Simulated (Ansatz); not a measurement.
SrTiO3: response to strain

Base system: SrTiO3 in the cubic perovskite structure (space group Pm-3m, No. 221; a = 3.8911 Å). Axes: x, y, z lie along the cube axes.

Strains are applied to the cell and any free atomic positions relax; under biaxial strain the out-of-plane vector relaxes too.

Calculations: Ansatz (a first-principles code), PBEsol, PAW, cutoff 420 eV, scalar-relativistic without spin-orbit coupling.

Notes on the quantities. energy relative to the base: free energy F.

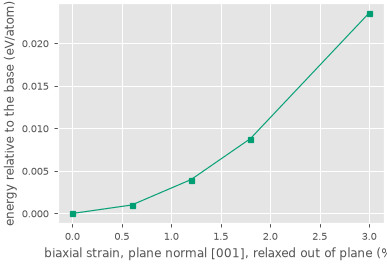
Fig. 1. Energy relative to the base against biaxial strain, plane normal [001], relaxed out of plane

Q: From the plot, what is the energy relative to the base for biaxial strain +1.20 %, plane normal [001], relaxed out of plane?

A: About 0.004 eV/atom.

Q: Is the trend monotonic over the range shown?

A: Yes, it rises throughout, spanning 0 meV/atom to +24 meV/atom.

Whether these cells are dynamically stable was not tested. All final runs are without spin polarisation. Many cubic perovskites are stable only at high temperature; tilts and polar distortions were not tested.
